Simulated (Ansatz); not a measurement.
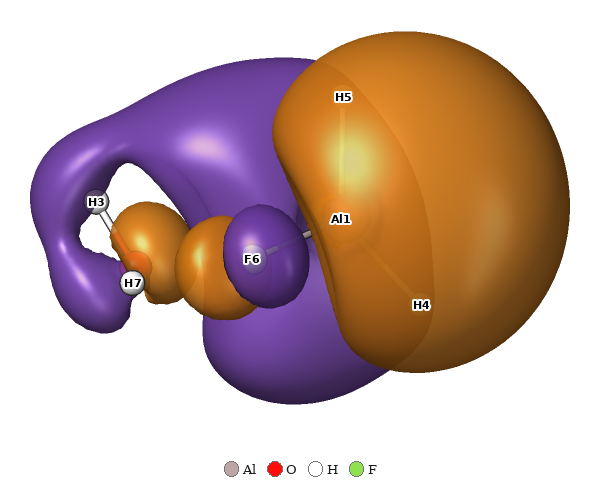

Figure. AlFH$_{2}$···H$_{2}$O. The LUMO at ±0.05 Å⁻³ᐟ² (orange and purple are the two phases), seen at a tilt.

Not at a stationary point (largest force 0.8 eV/Å).

Method: Ansatz 0.2.0, RKS BLYP-D4/def2-SVP.

```xyz
7

Al    0.0611    0.4185   -0.4945
O    -0.0331   -0.0116    2.4335
H    -0.9702   -0.1246    2.6913
H     1.4683   -0.1190   -0.9810
H    -1.3701   -0.1640   -0.8570
F     0.0554    1.8966    0.3378
H     0.0276    0.9626    2.2408
```

**What is the character of this orbital?**

It lies mainly on Al1 (about 75 %). Its energy is −1.47 eV.
